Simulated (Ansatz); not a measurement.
Consider SnTe in the rock salt structure (space group Fm-3m, No. 225; a = 6.3697 Å).

The change: a negative pressure, −1 GPa.

The values are results of r2SCAN (Ansatz, a first-principles code; PAW; 500 eV plane waves; spin-orbit coupling left out), not measurements.

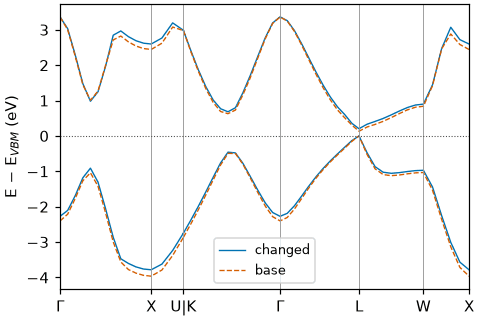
Highest valence and lowest conduction band along the path, each from its own valence-band maximum

The gap is 0.20 eV, direct at L; the base has 0.13 eV.

Spin-orbit coupling, missing from the scalar runs, can matter with Te. Load acts through the strain it causes; cell and atoms are relaxed under it. Whether these cells are dynamically stable was not tested. The zero or small gap of SnTe can change with the level of theory.
